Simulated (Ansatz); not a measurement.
The starting structures come from a database of crystals and need not be the phases stable at ambient conditions.

 Where the default PAW files enter, the runs use the earlier of Ansatz's two default sets.

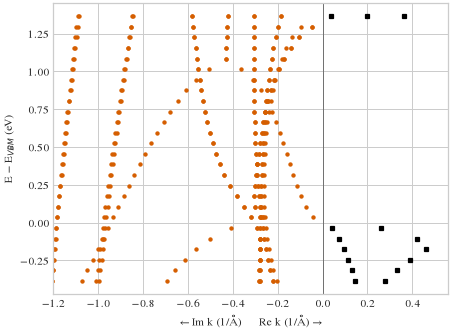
Figure: Complex bands at the centre of the two-dimensional zone; r2SCAN in Ansatz (a quantum-chemistry and plane-wave program)

The gap is the functional's own, uncorrected, and κ follows it; spin-orbit coupling is left out. Mid-gap values are interpolated between the computed energies.

Problem. This is ZnSe$_{2}$ (Pa-3, not sure to be the ambient phase, 12 atoms a cell, 21.6 Å³ an atom, -2 GPa at this level) along the normal of (001). Read off the slowest decay at the centre of the two-dimensional zone at 0.53 eV, the computed energy nearest the middle of the gap.

Solution. κ ≈ 0.18 1/Å, a decay length 1/(2κ) of the density of 2.9 Å.
